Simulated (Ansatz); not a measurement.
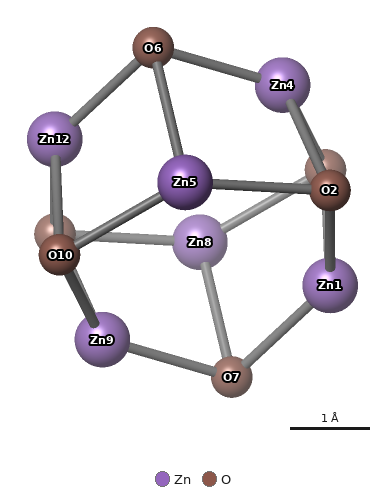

Figure 1. The structure as given in the input (ball-and-stick view, seen at a tilt; atoms are numbered from 1 in the order of the input). Sticks mark near contacts. Bond lengths as drawn: O–Zn 1.91 to 2.09 Å.

**Zn₆O₆: a changed input and its effect**

System: Zn₆O₆ (Zn6O6 wurtzite hole sphere).
Method of the first run: RKS wB97X-V/def2-TZVP (Ansatz 0.2.0).

The geometry comes from this level: PBE-D4/def2-SVP. Text and figures count atoms from 1; the logs count them from 0 in places.

## Input file, the first run
```yaml
crystal:
  periodic: [false, false, false]
  atoms:
    - {symbol: Zn, position_ang: [-0.009091, -1.727986, -0.989442]}
    - {symbol: O, position_ang: [-1.782129, -1.020392, -1.070452]}
    - {symbol: O, position_ang: [-0.003456, -2.048241, 1.080711]}
    - {symbol: Zn, position_ang: [-1.494963, -0.856788, 0.997981]}
    - {symbol: Zn, position_ang: [-1.495517, 0.866951, -0.988219]}
    - {symbol: O, position_ang: [-1.768068, 1.032474, 1.082004]}
    - {symbol: O, position_ang: [1.768138, -1.032498, -1.082047]}
    - {symbol: Zn, position_ang: [1.495370, -0.866850, 0.988402]}
    - {symbol: Zn, position_ang: [1.494871, 0.856666, -0.998126]}
    - {symbol: O, position_ang: [0.003486, 2.048239, -1.080697]}
    - {symbol: O, position_ang: [1.782180, 1.020400, 1.070498]}
    - {symbol: Zn, position_ang: [0.009178, 1.728025, 0.989387]}
basis:
  gaussian: {orbitals: def2-TZVP, fitting: {mean_field: def2-universal-jkfit}, initial_orbitals: start.molden}
hamiltonian: {xc: {name: wB97X-V}}
scf: {omitted_lower_state_checks: [starts]}
output: {orbitals: {seedname: orbitals}}
```

Command:
```bash
ansatz run in.yaml --threads 2 --pin off --events-out ev --progress --plain --max-ram 22528MiB --backend cuda --devices 0, --max-vram 18GiB
```

Hardware: 2 CPU threads, shared host.

## Output (the first run)
```
Functional definition: wB97X-V
  parameter omega = 0.3/bohr
  parameter cx = 0.167
  parameter cx1 = 0.603
  parameter cx2 = 1.194
  parameter css0 = 0.556
  parameter css1 = -0.257
  parameter cos0 = 1.219
  parameter cos1 = -1.850
  parameter b = 6.0
  parameter c = 0.01
  exchange = spin_sum(e_x_unif_sr(omega)*poly(b97_u_x, 1 - cx, cx1, cx2)) + cx*exact_x_sr(omega) + exact_x_lr(omega)
  correlation = spin_sum(e_c_pw_same_spin*poly(b97_u_same, css0, css1))
      + integral(e_c_pw_opposite_spin*poly(b97_u_opposite, cos0, cos1)) + vv10(b, c)
these checks for a lower state are left out or cut short: starts
2046 factors; integrals over basis functions are off by at most 8.7e-1 eV
2046 factors; integrals over basis functions are off by at most 7.9e-7 eV
mean field evaluation 1: about -302780.6167 eV, gradient 1.4e1 eV
mean field evaluation 2: about -302780.7802 eV, gradient 2.9e-1 eV
mean field evaluation 4: about -302780.7927 eV, gradient 1.2e-3 eV
mean field -302780.79270001 eV, -11126.9888995330 hartree, gradient 1.7e-5 eV, S^2 0.000000; 0 other end points of the search recorded, 0 dependent functions left out
reference -302780.79269676 eV, -11126.9888994133 hartree; 114, 114 occupied and 360, 360 virtual orbitals, 2046 factors
Total energy: -302780.79269676 eV, -11126.9888994133 hartree
Checks for a lower state left out: starts
```

For the second run the input was changed thus:
```diff
+total_charge: 1
+magnetization: {spin_polarized: true, initial_magnetization: 1}
```

What does this change do to the results?

The two differ by one electron: at this geometry, removing it changes the energy by 9.29 eV. The HOMO goes from −9.65 to −13.83 eV. The LUMO goes from −0.97 to −8.82 eV.

## Output (the second run)
```
Functional definition: wB97X-V
  parameter omega = 0.3/bohr
  parameter cx = 0.167
  parameter cx1 = 0.603
  parameter cx2 = 1.194
  parameter css0 = 0.556
  parameter css1 = -0.257
  parameter cos0 = 1.219
  parameter cos1 = -1.850
  parameter b = 6.0
  parameter c = 0.01
  exchange = spin_sum(e_x_unif_sr(omega)*poly(b97_u_x, 1 - cx, cx1, cx2)) + cx*exact_x_sr(omega) + exact_x_lr(omega)
  correlation = spin_sum(e_c_pw_same_spin*poly(b97_u_same, css0, css1))
      + integral(e_c_pw_opposite_spin*poly(b97_u_opposite, cos0, cos1)) + vv10(b, c)
these checks for a lower state are left out or cut short: starts
2046 factors; integrals over basis functions are off by at most 8.7e-1 eV
2046 factors; integrals over basis functions are off by at most 7.9e-7 eV
mean field evaluation 1: about -302771.1960 eV, gradient 9.6e0 eV
mean field evaluation 2: about -302771.3425 eV, gradient 2.5e-1 eV
mean field evaluation 4: about -302771.4597 eV, gradient 1.8e0 eV
mean field evaluation 8: about -302771.5029 eV, gradient 2.8e-4 eV
mean field evaluation 16: about -302771.5029 eV, gradient 3.2e-6 eV
mean field -302771.50290400 eV, -11126.6475058264 hartree, gradient 3.2e-6 eV, S^2 0.783119; 0 other end points of the search recorded, 0 dependent functions left out
reference -302771.50290028 eV, -11126.6475056898 hartree; 114, 113 occupied and 360, 361 virtual orbitals, 2046 factors
Total energy: -302771.50290028 eV, -11126.6475056898 hartree
Checks for a lower state left out: starts
```

## The two runs side by side

| quantity | the first run | the second run |
| --- | --- | --- |
| outcome | converged | converged |
| total energy (hartree) | −11126.988899 | −11126.647506 |
| HOMO (eV) | −9.65 | −13.83 |
| LUMO (eV) | −0.97 | −8.82 |
| basis functions | 474 | 474 |
| ⟨S²⟩ | – | 0.783 |
| wall time (shared host) | 5 s | 27 s |
